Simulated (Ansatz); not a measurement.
ZrO2: carrier doping

Consider ZrO₂ in the fluorite structure (space group Fm-3m, No. 225; a = 5.116 Å).

Carriers are added at fixed cell with a uniform background; the Fermi–Dirac width is that of 300 K.

Level of theory: Ansatz (a program for electronic structure), PBE, PAW, cutoff 420 eV, no spin-orbit coupling, earlier PAW set.

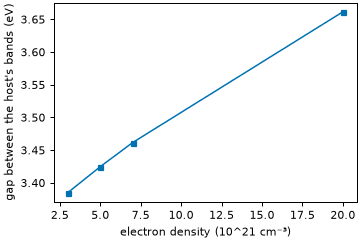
Figure: Gap between the host's bands against electron density

From the plot, what is the gap between the host's bands for electrons 2.0×10^22 cm⁻³?

About 3.66 eV.

Is the trend monotonic over the range shown?

Yes, it rises throughout, spanning 3.39 eV to 3.66 eV.

Charged cell with a jellium background: band edges are those of the host's band count, energies are not comparable with the neutral cell, and many-body gap narrowing is missing. No phonon test of stability was made. This is not the structure that ZrO2 has at room temperature and ambient pressure.
